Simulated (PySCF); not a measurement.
# CH₃BFN: electronic excitations at several levels of theory, part 2 of 2

PySCF 2.14.0. Atoms count from 0. Earlier steps stand in the parts before.

### 9 TDDFT and polarisability: PBE0/def2-TZVPD

Job settings and geometry (Å):

```
{"job": {"kind": "uv", "xc": "PBE0", "basis": "def2-TZVPD"}, "charge": 0, "multiplicity": 1}
C      1.254425     0.295516    -1.005568
N      0.407414     0.101609    -0.257658
B     -0.755151    -0.195845     0.821563
F     -1.871725     0.478037     0.376125
H      2.053506     0.476820    -1.710073
H     -0.244248     0.239848     1.849407
H     -0.817890    -1.421061     0.775035
```

With the program's defaults for keys left out, this is: TDDFT PBE0/def2-TZVPD, vertical, gas phase, core orbitals frozen in the response.

Log:

```text
coarse grid: 6184 points
cycle   1  E = -219.1263938358  dE =  3.389e-01  |g| = 5.869e-01  |ddm| = 2.223e+00
cycle   2  E = -218.9726897137  dE =  1.537e-01  |g| = 1.106e+00  |ddm| = 1.175e+00
cycle   3  E = -219.2001393694  dE = -2.274e-01  |g| = 1.471e-01  |ddm| = 6.488e-01
cycle   4  E = -219.2022694363  dE = -2.130e-03  |g| = 9.945e-02  |ddm| = 1.173e-01
cycle   5  E = -219.2042351998  dE = -1.966e-03  |g| = 1.038e-02  |ddm| = 5.313e-02
cycle   6  E = -219.2042629885  dE = -2.779e-05  |g| = 2.714e-03  |ddm| = 1.156e-02
cycle   7  E = -219.2042646859  dE = -1.697e-06  |g| = 4.446e-04  |ddm| = 2.742e-03
final grid: 61128 points
cycle   8  E = -219.1999205710  dE = -5.512e-05  |g| = 4.607e-03  |ddm| = 1.044e-01
cycle   9  E = -219.1999198147  dE =  7.564e-07  |g| = 5.226e-03  |ddm| = 9.957e-03
cycle  10  E = -219.1999238572  dE = -4.043e-06  |g| = 1.262e-03  |ddm| = 3.988e-03
cycle  11  E = -219.1999241056  dE = -2.484e-07  |g| = 5.562e-04  |ddm| = 8.462e-04
cycle  12  E = -219.1999241628  dE = -5.726e-08  |g| = 1.674e-04  |ddm| = 3.181e-04
cycle  13  E = -219.1999241686  dE = -5.766e-09  |g| = 1.250e-05  |ddm| = 1.173e-04
cycle  14  E = -219.1999241686  dE = -3.217e-11  |g| = 4.459e-06  |ddm| = 1.960e-05
converged SCF energy = -219.1999241686

Static polarisability (au): isotropic 38.295, principal 29.694 30.977 54.215

Singlet excitations
state   eV       nm        f      main configurations
  1   4.6721    265.4   0.00215   H->L 0.99
  2   5.2986    234.0   0.11565   H->L+1 0.97
  3   6.5626    188.9   0.01877   H-1->L 0.98
  4   6.6706    185.9   0.00042   H->L+2 0.98
  5   6.8354    181.4   0.01368   H-1->L+1 0.98
  6   7.0389    176.1   0.00719   H->L+3 0.97
  7   7.7827    159.3   0.00064   H-2->L+1 0.49, H-3->L 0.26, H-4->L+1 0.12
  8   7.9903    155.2   0.00917   H->L+4 0.69, H-2->L+1 0.12, H-3->L 0.09
  9   8.0016    154.9   0.03816   H-2->L 0.60, H-3->L+1 0.26
 10   8.0183    154.6   0.01422   H-3->L 0.43, H->L+4 0.24, H-2->L+1 0.21

Triplet excitations (Tamm-Dancoff, eV): 4.5127 4.5158 6.1332 6.3739
```

Wall time 12 s (1 thread of Arm Neoverse V1, shared host); peak memory 0.66 GiB.

Key values: HOMO -7.65 eV, LUMO -1.60 eV; lowest singlet 4.67 eV.

### 10 Ultraviolet spectrum: PBE0/6-31+G*

Same as in step 9 but for these lines:

```diff
@@ -1,2 +1,2 @@
-{"job": {"kind": "uv", "xc": "PBE0", "basis": "def2-TZVPD"}, "charge": 0, "multiplicity": 1}
+{"job": {"kind": "uv", "xc": "PBE0", "basis": "6-31+G*"}, "charge": 0, "multiplicity": 1}
 C      1.254425     0.295516    -1.005568
```

Method: TDDFT PBE0/6-31+G*, vertical, gas phase, core orbitals frozen in the response.

Log:

```text
coarse grid: 6184 points
cycle   1  E = -219.0623899907  dE =  3.445e-01  |g| = 5.266e-01  |ddm| = 2.461e+00
cycle   2  E = -218.9336022869  dE =  1.288e-01  |g| = 9.864e-01  |ddm| = 1.261e+00
cycle   3  E = -219.1285977907  dE = -1.950e-01  |g| = 1.387e-01  |ddm| = 7.654e-01
cycle   4  E = -219.1310603374  dE = -2.463e-03  |g| = 8.222e-02  |ddm| = 1.235e-01
cycle   5  E = -219.1324622534  dE = -1.402e-03  |g| = 8.563e-03  |ddm| = 5.861e-02
cycle   6  E = -219.1324823214  dE = -2.007e-05  |g| = 2.378e-03  |ddm| = 1.083e-02
cycle   7  E = -219.1324837764  dE = -1.455e-06  |g| = 3.084e-04  |ddm| = 2.514e-03
final grid: 61128 points
cycle   8  E = -219.1144289295  dE = -2.077e-05  |g| = 3.077e-03  |ddm| = 2.130e-02
cycle   9  E = -219.1144291604  dE = -2.309e-07  |g| = 3.246e-03  |ddm| = 6.055e-03
cycle  10  E = -219.1144311646  dE = -2.004e-06  |g| = 1.578e-03  |ddm| = 3.017e-03
cycle  11  E = -219.1144317071  dE = -5.425e-07  |g| = 1.403e-04  |ddm| = 1.084e-03
cycle  12  E = -219.1144317101  dE = -2.992e-09  |g| = 9.187e-05  |ddm| = 1.636e-04
cycle  13  E = -219.1144317116  dE = -1.448e-09  |g| = 1.682e-05  |ddm| = 5.825e-05
cycle  14  E = -219.1144317116  dE = -6.088e-11  |g| = 3.447e-06  |ddm| = 1.890e-05
converged SCF energy = -219.1144317116

Static polarisability (au): isotropic 33.871, principal 24.898 26.273 50.441

Singlet excitations
state   eV       nm        f      main configurations
  1   4.7458    261.3   0.00238   H->L 0.99
  2   5.3735    230.7   0.11424   H->L+1 0.97
  3   6.6324    186.9   0.01763   H-1->L 0.98
  4   6.6331    186.9   0.00012   H->L+2 0.99
  5   6.9205    179.2   0.01908   H-1->L+1 0.97
  6   7.0614    175.6   0.00424   H->L+3 0.97
  7   7.6885    161.3   0.00054   H->L+4 0.97
  8   7.8513    157.9   0.00066   H-2->L+1 0.47, H-3->L 0.28, H-4->L+1 0.11
  9   8.0373    154.3   0.03294   H-2->L 0.51, H->L+5 0.26, H-3->L+1 0.13
 10   8.0937    153.2   0.00736   H-3->L 0.50, H-2->L+1 0.33, H-5->L 0.08

Triplet excitations (Tamm-Dancoff, eV): 4.5876 4.5955 6.2009 6.4538
```

It took 4 s on 1 thread of Arm Neoverse V1, shared host; peak memory 0.44 GiB.

Key values: HOMO -7.66 eV, LUMO -1.53 eV; lowest singlet 4.75 eV.

### 11 Comparing the runs: electronic excitations

Excitations and ground-state properties, with basis size and wall time:

```tsv
run	lowest singlet (eV)	brightest (eV)	f	gap (eV)	α (Å³)	μ (D)	functions	time
wB97X-D/def2-SVPD	5.19	5.81	0.123	9.82	5.50	6.86	107	11 s
LC-wPBE/def2-SVPD	5.76	6.38	0.125	11.15	5.31	6.99	107	15 s
PBE0/6-31G*	4.79	8.85	0.160	6.21	4.45	6.57	62	2.7 s
PBE0/def2-SVP	4.67	8.79	0.137	6.08	4.63	6.62	71	3.3 s
PBE0/def2-TZVP	4.70	5.34	0.114	6.09	5.24	6.65	142	11 s
PBE0/aug-cc-pVDZ	4.66	5.27	0.114	6.03	5.65	6.60	119	8.2 s
PBE0/aug-cc-pVTZ	4.66	5.26	0.114	6.02	5.69	6.62	253	28 s
PBE0/def2-TZVPD	4.67	5.30	0.116	6.05	5.67	6.62	178	12 s
PBE0/6-31+G*	4.75	5.37	0.114	6.12	5.02	6.77	78	4 s
```

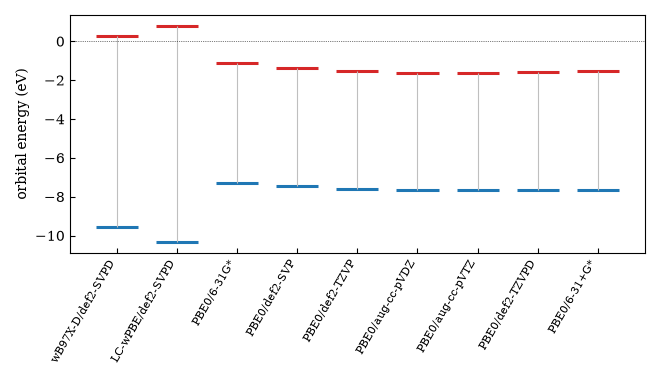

HOMO (blue) and LUMO (red) run by run.

### 12 What came out

The summary covers parts 1 to 2.

```
                                quantity                        value
      lowest singlet (wB97X-D/def2-SVPD)  5.19 eV (239 nm), f = 0.003
brightest single state of those computed  state 2, 5.81 eV, f = 0.123
                          lowest triplet                      5.01 eV
       vertical ionisation energy (ΔSCF)                     10.26 eV
             range of the lowest singlet              4.66 to 5.76 eV
```

Single values in the summary come from the first sound run of each kind (wB97X-D/def2-SVPD), which need not be the best level. The lowest singlet, at 5.19 eV, is HOMO→LUMO 0.98 and is weak; of the 10 states computed, the strongest absorption comes from state 2 at 5.81 eV. The lowest triplet lies 0.17 eV below the lowest singlet (triplets in Tamm-Dancoff, singlets in full TDDFT). ΔSCF puts the ionisation energy at 10.26 eV, 0.72 eV above −ε(HOMO). The lowest singlet runs from 4.66 eV (PBE0/aug-cc-pVTZ) to 5.76 eV (LC-wPBE/def2-SVPD), while the orbital gap spans 6.02 to 11.15 eV. The lowest state need not be the same one in every run. The runs solved for a few states only, so the brightest column depends on that window.
